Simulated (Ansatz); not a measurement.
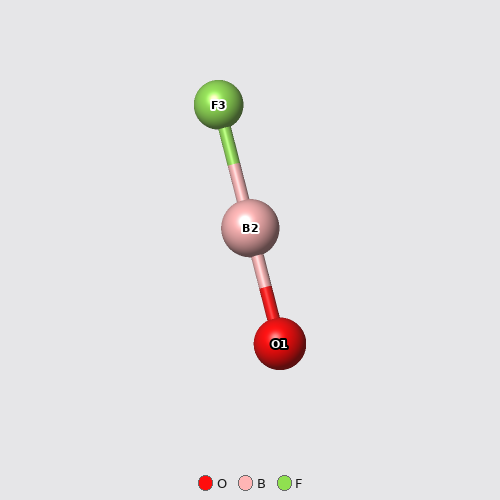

The system is BFO (SMILES O=BF) with the probe Cl-; the picture shows it without the atoms that are moved over the map. 
- The probe is moved over the molecule's main plane.
- Coordinates scanned: (1) x of the probe's Cl atom; (2) y of the probe's Cl atom.
- Nothing is relaxed (molecule and probe rigid).
- The grid has 21 × 15 points; 129 points were computed and 119 follow by symmetry. At 67 points there is no value (left out of the scan, as a rule where atoms come close).
- All energies are given in eV relative to molecule and probe far apart, each relaxed in its own basis (no counterpoise correction).
- The calculation used RKS B3LYP-D4/def2-SVPD in Ansatz 0.2.0.

Range: x of the probe's Cl atom from −4.30 to 4.30 Å; y of the probe's Cl atom from −3.01 to 3.01 Å.

Q: Predict the map.

A: The lowest grid point is at x of the probe's Cl atom = −0.43 Å, y of the probe's Cl atom = −3.01 Å [nearest 1 B at 3.04 Å and 1 F at 3.12 Å], −0.50 eV from molecule and probe far apart, each relaxed in its own basis (no counterpoise correction). It lies on the edge of the grid, but the force there points inwards, so the minimum lies inside the range. The energy also falls towards the edge at x of the probe's Cl atom = 4.30 Å, y of the probe's Cl atom = −3.01 Å (0.69 eV above the lowest) and x of the probe's Cl atom = 4.30 Å, y of the probe's Cl atom = 3.01 Å (0.69 eV above the lowest), where a further well may lie outside the range. The highest grid point, x of the probe's Cl atom = −0.86 Å, y of the probe's Cl atom = −1.29 Å [nearest 1 F at 1.35 Å], lies 17.50 eV above the lowest.

```tsv
y of the probe's Cl atom ↓, x of the probe's Cl atom →	−3.87	−3.01	−2.15	−1.29	−0.43	0.43	1.29	2.15	3.01	3.87
3.01	−0.21	−0.28	−0.36	−0.45	−0.50	−0.34	−0.05	0.12	0.18	0.19
2.58	−0.23	−0.29	−0.28	−0.30	−0.46	−0.18	0.29	0.34	0.27	0.24
2.15	−0.24	−0.21	0.27	0.80	0.27	0.76	1.66	1.05	0.46	0.30
1.72	−0.24	0.09	2.37	5.37	3.56	4.27	5.90	3.10	0.88	0.38
1.29	−0.20	0.85	8.10	–	–	–	–	7.43	1.73	0.49
0.86	−0.14	2.23	–	–	–	–	–	–	3.09	0.62
0.43	−0.07	3.81	–	–	–	–	–	–	4.46	0.73
0.00	−0.04	4.53	–	–	–	–	–	–	5.02	0.77
−0.43	−0.07	3.81	–	–	–	–	–	–	4.46	0.73
−0.86	−0.14	2.23	–	–	–	–	–	–	3.09	0.62
−1.29	−0.20	0.85	8.10	–	–	–	–	7.43	1.73	0.49
−1.72	−0.24	0.09	2.37	5.37	3.56	4.27	5.90	3.10	0.88	0.38
−2.15	−0.24	−0.21	0.27	0.80	0.27	0.76	1.66	1.05	0.46	0.30
−2.58	−0.23	−0.29	−0.28	−0.30	−0.46	−0.18	0.29	0.34	0.27	0.24
−3.01	−0.21	−0.28	−0.36	−0.45	−0.50	−0.34	−0.05	0.12	0.18	0.19
```

The table holds every second grid line.

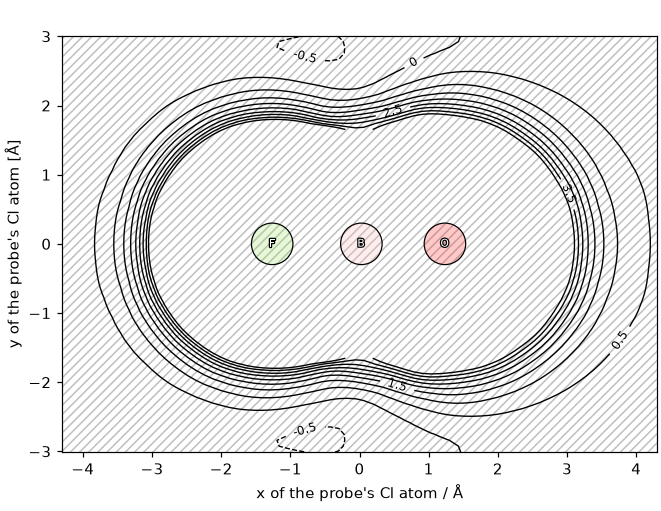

The picture shows contour lines labelled in eV (none above 4), labelled circles for the molecule's atoms, projected on the plane, hatched blanks where no value was computed. Between grid points the surface is interpolated.

Each point was launched as `ansatz run input.yaml --threads 1 --pin off --max-ram 2560MiB --backend cpu --events-out ev --progress --plain --runs-dir out`. The whole map (129 points run) took 9.3 min on 1 thread of Arm Neoverse N1, on a shared host.
